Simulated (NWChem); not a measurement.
BSiCl3F2: energy and gradient calculation (part 2 of 2)

Continued. System: BSiCl3F2, SMILES FB(F)[Si](Cl)(Cl)Cl. Method: HF/STO-3G, RHF (NWChem 7.3.0). The geometry comes from this level: PBE0-D4/def2-TZVP.

Geometry of the input (Å):
```
F  1.5286  -1.5384  0.6547
B  0.2947  -1.1018  0.5599
F  -0.6622  -1.8408  1.0725
Si -0.1498  0.6580  -0.3515
Cl 1.5391  1.6076  -0.9644
Cl -1.1556  1.8571  0.9509
Cl -1.3334  0.2903  -1.9677
```

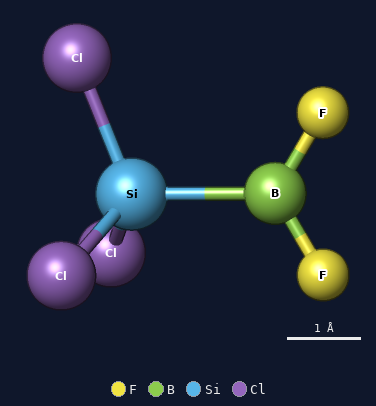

Figure 1. The structure as given in the input (ball-and-stick view, seen at a tilt).

### Log, continued
```
 Vector   31  Occ=2.000000D+00  E=-6.459127D-01
              MO Center=  4.3D-01, -1.6D+00,  8.2D-01, r^2= 1.7D+00
   Bfn.  Coefficient  Atom+Function         Bfn.  Coefficient  Atom+Function
  ----- ------------  ---------------      ----- ------------  ---------------
    14      0.462782  3 F  py                 4     -0.395840  1 F  py
     3      0.375930  1 F  px                 8     -0.371926  2 B  px
    15     -0.272825  3 F  pz                12     -0.249472  3 F  s
     2      0.247507  1 F  s                 13      0.181728  3 F  px
     5      0.171934  1 F  pz

 Vector   32  Occ=2.000000D+00  E=-6.187718D-01
              MO Center=  4.0D-01, -1.6D+00,  7.9D-01, r^2= 1.6D+00
   Bfn.  Coefficient  Atom+Function         Bfn.  Coefficient  Atom+Function
  ----- ------------  ---------------      ----- ------------  ---------------
     5      0.522631  1 F  pz                15      0.517724  3 F  pz
    10      0.323785  2 B  pz                 4      0.284974  1 F  py
    14      0.282188  3 F  py                 9      0.176534  2 B  py

 Vector   33  Occ=2.000000D+00  E=-6.102856D-01
              MO Center=  2.6D-02, -4.6D-02,  1.3D-02, r^2= 5.7D+00
   Bfn.  Coefficient  Atom+Function         Bfn.  Coefficient  Atom+Function
  ----- ------------  ---------------      ----- ------------  ---------------
    21     -0.399661  4 Si s                  4      0.371220  1 F  py
    14      0.338886  3 F  py                31      0.252852  5 Cl px
    30      0.239871  5 Cl s                 39      0.235065  6 Cl s
    48      0.234436  7 Cl s                 42      0.212753  6 Cl pz
     5     -0.207241  1 F  pz                13     -0.206112  3 F  px

 Vector   34  Occ=2.000000D+00  E=-5.311530D-01
              MO Center=  4.2D-01, -1.6D+00,  8.1D-01, r^2= 2.0D+00
   Bfn.  Coefficient  Atom+Function         Bfn.  Coefficient  Atom+Function
  ----- ------------  ---------------      ----- ------------  ---------------
    13      0.650557  3 F  px                 3      0.493443  1 F  px
     4      0.403843  1 F  py                 5     -0.277986  1 F  pz
    14     -0.250356  3 F  py

 Vector   35  Occ=2.000000D+00  E=-5.190753D-01
              MO Center=  4.3D-01, -1.7D+00,  8.6D-01, r^2= 1.6D+00
   Bfn.  Coefficient  Atom+Function         Bfn.  Coefficient  Atom+Function
  ----- ------------  ---------------      ----- ------------  ---------------
    15     -0.619863  3 F  pz                 5      0.616612  1 F  pz
     4      0.336618  1 F  py                14     -0.337907  3 F  py

 Vector   36  Occ=2.000000D+00  E=-5.139788D-01
              MO Center= -6.9D-01,  1.1D+00, -5.8D-01, r^2= 4.4D+00
   Bfn.  Coefficient  Atom+Function         Bfn.  Coefficient  Atom+Function
  ----- ------------  ---------------      ----- ------------  ---------------
    49     -0.416981  7 Cl px                40      0.401530  6 Cl px
    33      0.343893  5 Cl pz                24      0.335003  4 Si pz
    51     -0.284001  7 Cl pz                41     -0.233584  6 Cl py
    48      0.228322  7 Cl s                 39     -0.217275  6 Cl s
    23      0.184374  4 Si py                42     -0.168528  6 Cl pz

 Vector   37  Occ=2.000000D+00  E=-5.125925D-01
              MO Center=  1.0D-01,  1.2D+00, -6.0D-01, r^2= 4.6D+00
   Bfn.  Coefficient  Atom+Function         Bfn.  Coefficient  Atom+Function
  ----- ------------  ---------------      ----- ------------  ---------------
    51     -0.393213  7 Cl pz                31     -0.383008  5 Cl px
    22      0.362284  4 Si px                41      0.322640  6 Cl py
    32     -0.316781  5 Cl py                30     -0.251452  5 Cl s
    42      0.246969  6 Cl pz                33      0.174877  5 Cl pz

 Vector   38  Occ=2.000000D+00  E=-4.965784D-01
              MO Center= -1.0D-01,  3.6D-01, -2.0D-01, r^2= 5.2D+00
   Bfn.  Coefficient  Atom+Function         Bfn.  Coefficient  Atom+Function
  ----- ------------  ---------------      ----- ------------  ---------------
    50      0.425955  7 Cl py                42     -0.344167  6 Cl pz
     4      0.310571  1 F  py                14      0.304704  3 F  py
    23      0.301925  4 Si py                31     -0.292114  5 Cl px
    32      0.266371  5 Cl py                41      0.251341  6 Cl py
     5     -0.163908  1 F  pz                24     -0.157400  4 Si pz

 Vector   39  Occ=2.000000D+00  E=-4.385930D-01
              MO Center= -6.2D-01,  1.2D+00, -6.3D-01, r^2= 4.5D+00
   Bfn.  Coefficient  Atom+Function         Bfn.  Coefficient  Atom+Function
  ----- ------------  ---------------      ----- ------------  ---------------
    41      0.584462  6 Cl py                50     -0.520616  7 Cl py
    33      0.416592  5 Cl pz                51      0.366209  7 Cl pz
    32      0.244754  5 Cl py                42     -0.223204  6 Cl pz
    37     -0.158316  6 Cl py

 Vector   40  Occ=2.000000D+00  E=-4.383106D-01
              MO Center= -1.1D-02,  1.3D+00, -7.1D-01, r^2= 4.5D+00
   Bfn.  Coefficient  Atom+Function         Bfn.  Coefficient  Atom+Function
  ----- ------------  ---------------      ----- ------------  ---------------
    32      0.572491  5 Cl py                40      0.433819  6 Cl px
    49      0.412919  7 Cl px                50     -0.312911  7 Cl py
    33     -0.310301  5 Cl pz                42      0.299725  6 Cl pz
    31     -0.209761  5 Cl px                28     -0.155137  5 Cl py

 Vector   41  Occ=2.000000D+00  E=-4.186847D-01
              MO Center= -1.0D+00,  1.1D+00, -5.3D-01, r^2= 4.2D+00
   Bfn.  Coefficient  Atom+Function         Bfn.  Coefficient  Atom+Function
  ----- ------------  ---------------      ----- ------------  ---------------
    42      0.632426  6 Cl pz                50      0.502405  7 Cl py
    51      0.438453  7 Cl pz                40      0.286071  6 Cl px
    33      0.258987  5 Cl pz                49     -0.205181  7 Cl px
    38     -0.171475  6 Cl pz

 Vector   42  Occ=2.000000D+00  E=-4.183927D-01
              MO Center= -1.2D-01,  1.2D+00, -7.0D-01, r^2= 4.7D+00
   Bfn.  Coefficient  Atom+Function         Bfn.  Coefficient  Atom+Function
  ----- ------------  ---------------      ----- ------------  ---------------
    31      0.610372  5 Cl px                49      0.486523  7 Cl px
    40      0.464885  6 Cl px                41      0.248847  6 Cl py
    50      0.249922  7 Cl py                32     -0.205148  5 Cl py
    42     -0.178005  6 Cl pz                51     -0.173325  7 Cl pz
    27     -0.166219  5 Cl px

 Vector   43  Occ=2.000000D+00  E=-4.182564D-01
              MO Center=  2.0D-01,  1.4D+00, -7.2D-01, r^2= 4.4D+00
   Bfn.  Coefficient  Atom+Function         Bfn.  Coefficient  Atom+Function
  ----- ------------  ---------------      ----- ------------  ---------------
    33      0.658093  5 Cl pz                40     -0.456330  6 Cl px
    49      0.433748  7 Cl px                32      0.357618  5 Cl py
    41     -0.228996  6 Cl py                51     -0.200635  7 Cl pz
    29     -0.177355  5 Cl pz

 Vector   44  Occ=2.000000D+00  E=-3.710902D-01
              MO Center= -9.0D-02,  3.2D-01, -1.8D-01, r^2= 4.8D+00
   Bfn.  Coefficient  Atom+Function         Bfn.  Coefficient  Atom+Function
  ----- ------------  ---------------      ----- ------------  ---------------
    41      0.413633  6 Cl py                32      0.395343  5 Cl py
    50      0.343792  7 Cl py                14     -0.276936  3 F  py
     4     -0.273787  1 F  py                23     -0.264080  4 Si py
    51     -0.261298  7 Cl pz                 9      0.248032  2 B  py
     7      0.231289  2 B  s                 33     -0.211139  5 Cl pz

 Vector   45  Occ=0.000000D+00  E= 2.086838D-01
              MO Center=  1.4D-01, -6.9D-01,  3.5D-01, r^2= 2.5D+00
   Bfn.  Coefficient  Atom+Function         Bfn.  Coefficient  Atom+Function
  ----- ------------  ---------------      ----- ------------  ---------------
    10      0.687146  2 B  pz                24      0.451197  4 Si pz
     9      0.373727  2 B  py                 5     -0.310129  1 F  pz
    15     -0.309559  3 F  pz                23      0.247758  4 Si py
    49      0.217223  7 Cl px                51      0.217618  7 Cl pz
    40     -0.195444  6 Cl px                41      0.180063  6 Cl py

 Vector   46  Occ=0.000000D+00  E= 2.432814D-01
              MO Center= -2.3D-01,  9.8D-01, -5.2D-01, r^2= 2.9D+00
   Bfn.  Coefficient  Atom+Function         Bfn.  Coefficient  Atom+Function
  ----- ------------  ---------------      ----- ------------  ---------------
    21      1.131743  4 Si s                 31      0.511931  5 Cl px
    51     -0.420712  7 Cl pz                42      0.413296  6 Cl pz
    23      0.349313  4 Si py                 7     -0.325914  2 B  s
    49     -0.317279  7 Cl px                30     -0.286147  5 Cl s
    39     -0.281451  6 Cl s                 48     -0.280557  7 Cl s

 Vector   47  Occ=0.000000D+00  E= 3.185989D-01
              MO Center= -4.0D-02,  6.6D-01, -3.5D-01, r^2= 2.5D+00
   Bfn.  Coefficient  Atom+Function         Bfn.  Coefficient  Atom+Function
  ----- ------------  ---------------      ----- ------------  ---------------
    22      1.082939  4 Si px                31      0.452688  5 Cl px
    30     -0.345960  5 Cl s                 32      0.346494  5 Cl py
    51      0.335707  7 Cl pz                18     -0.317373  4 Si px
    41     -0.289809  6 Cl py                42     -0.239309  6 Cl pz
    24     -0.207515  4 Si pz                 8      0.206478  2 B  px

 Vector   48  Occ=0.000000D+00  E= 3.859627D-01
              MO Center= -1.2D-01,  2.4D-01, -1.3D-01, r^2= 2.9D+00
   Bfn.  Coefficient  Atom+Function         Bfn.  Coefficient  Atom+Function
  ----- ------------  ---------------      ----- ------------  ---------------
    24      0.933169  4 Si pz                23      0.492824  4 Si py
    10     -0.488998  2 B  pz                49      0.342808  7 Cl px
    51      0.332100  7 Cl pz                40     -0.306621  6 Cl px
    48      0.284122  7 Cl s                  9     -0.276507  2 B  py
    20     -0.269990  4 Si pz                39     -0.267068  6 Cl s

 Vector   49  Occ=0.000000D+00  E= 4.307782D-01
              MO Center=  4.3D-02, -6.3D-02,  1.4D-02, r^2= 2.0D+00
   Bfn.  Coefficient  Atom+Function         Bfn.  Coefficient  Atom+Function
  ----- ------------  ---------------      ----- ------------  ---------------
     7      0.959667  2 B  s                 23      0.914486  4 Si py
     9      0.457705  2 B  py                24     -0.456074  4 Si pz
    21     -0.352504  4 Si s                 19     -0.257905  4 Si py
    10     -0.249772  2 B  pz                22     -0.211107  4 Si px
     6     -0.199320  2 B  s                 14     -0.181140  3 F  py

 Vector   50  Occ=0.000000D+00  E= 6.890254D-01
              MO Center=  3.7D-01, -1.5D+00,  7.7D-01, r^2= 1.0D+00
   Bfn.  Coefficient  Atom+Function         Bfn.  Coefficient  Atom+Function
  ----- ------------  ---------------      ----- ------------  ---------------
     9      0.870337  2 B  py                 7     -0.721117  2 B  s
     3     -0.525046  1 F  px                13      0.509574  3 F  px
    12      0.485162  3 F  s                  2      0.461465  1 F  s
    10     -0.453604  2 B  pz                23      0.206032  4 Si py
     8     -0.175947  2 B  px                21     -0.174661  4 Si s

 Vector   51  Occ=0.000000D+00  E= 7.400276D-01
              MO Center=  2.8D-01, -1.0D+00,  5.1D-01, r^2= 1.5D+00
   Bfn.  Coefficient  Atom+Function         Bfn.  Coefficient  Atom+Function
  ----- ------------  ---------------      ----- ------------  ---------------
     8      1.179668  2 B  px                 2     -0.490640  1 F  s
    12      0.468738  3 F  s                  3      0.418574  1 F  px
    22     -0.393279  4 Si px                14      0.372795  3 F  py
     4     -0.283130  1 F  py                13      0.239261  3 F  px
    15     -0.230386  3 F  pz                10     -0.208646  2 B  pz

 center of mass
 --------------
 x =  -0.18392582 y =   0.76245198 z =  -0.41698975

 moments of inertia (a.u.)
 ------------------
        1952.348461234096          81.302562715427         -22.576199140226
          81.302562715427        1685.093225256191         236.221942815448
         -22.576199140226         236.221942815448        2012.005475151097

  Mulliken analysis of the total density
  --------------------------------------

    Atom       Charge   Shell Charges
 -----------   ------   -------------------------------------------------------
    1 F    9     9.18   2.00  1.93  5.25
    2 B    5     4.58   1.99  0.88  1.71
    3 F    9     9.18   2.00  1.93  5.25
    4 Si  14    13.08   2.00  1.99  5.89  1.21  1.99
    5 Cl  17    17.33   2.00  2.00  5.99  1.98  5.36
    6 Cl  17    17.33   2.00  2.00  5.99  1.98  5.36
    7 Cl  17    17.33   2.00  2.00  5.99  1.98  5.36

       Multipole analysis of the density wrt the origin
       ------------------------------------------------

     L   x y z        total         open         nuclear
     -   - - -        -----         ----         -------
     0   0 0 0     -0.000000      0.000000     88.000000

     1   1 0 0      0.273937      0.000000    -16.959157
     1   0 1 0     -0.920815      0.000000     70.156455
     1   0 0 1      0.480664      0.000000    -38.280368

     2   2 0 0    -50.453866      0.000000    424.677645
     2   1 1 0     -0.316246      0.000000    -50.702813
     2   1 0 1      0.431418      0.000000     17.379782
     2   0 2 0    -48.593313      0.000000    599.672094
     2   0 1 1      0.263026      0.000000   -139.993011
     2   0 0 2    -48.384805      0.000000    408.926972

                              NWChem Gradients Module
                              -----------------------

  wavefunction    =   RHF

                         RHF ENERGY GRADIENTS

    atom               coordinates                        gradient
                 x          y          z           x          y          z
   1 F       2.888635  -2.907154   1.237204    0.014759  -0.006986   0.002046
   2 B       0.556902  -2.082100   1.058058   -0.002075   0.011014  -0.005743
   3 F      -1.251377  -3.478608   2.026731   -0.011268  -0.009924   0.006651
   4 Si     -0.283081   1.243440  -0.664239   -0.008252   0.035816  -0.018406
   5 Cl      2.908477   3.037923  -1.822452   -0.021387  -0.014428   0.009020
   6 Cl     -2.183767   3.509410   1.796940    0.013027  -0.017488  -0.014982
   7 Cl     -2.519761   0.548587  -3.718414    0.015195   0.001996   0.021413

                 ----------------------------------------
                 |  Time  |  1-e(secs)   |  2-e(secs)   |
                 ----------------------------------------
                 |  CPU   |       0.00   |       0.98   |
                 ----------------------------------------
                 |  WALL  |       0.00   |       0.98   |
                 ----------------------------------------

 Task  times  cpu:        5.4s     wall:        5.4s
 Total times  cpu:        5.4s     wall:        5.4s
```

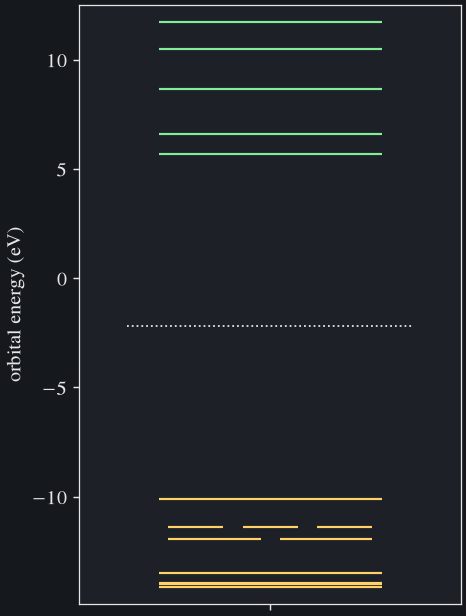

Figure 2. Orbital energies near the frontier; the dotted line parts filled from empty levels, and levels within 0.02 eV of each other stand side by side. Highest filled −10.10 eV, lowest empty 5.68 eV, 15.78 eV apart.

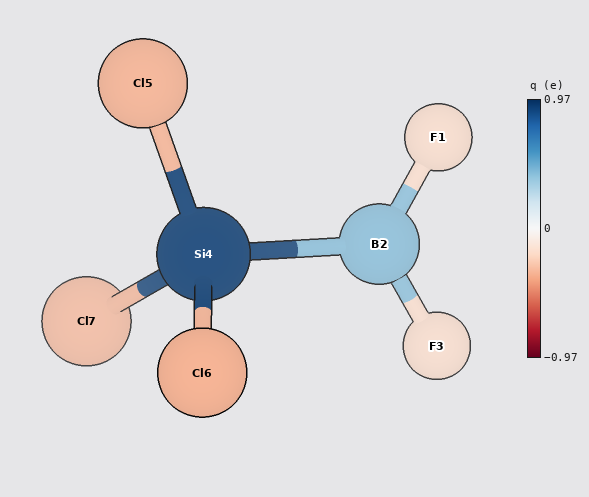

Figure 3. Mulliken charges, as the colour of each atom (ball-and-stick view, seen at a tilt; atoms are numbered from 1 in the order of the input). By element: F −0.18, B +0.42, Si +0.92 and Cl −0.33 e.

### Results in brief

- outcome: converged
- total energy: −1870.079887 hartree
- basis functions: 51
- largest force: 2.114 eV/Å
- HOMO: −10.10 eV
- LUMO: 5.68 eV
- dipole moment: 2.73 D
- hardware: 1 thread of Intel Xeon (Granite Rapids), 128 GiB of memory available, shared host
- wall time: 6 s
- peak memory: 0.096 GiB
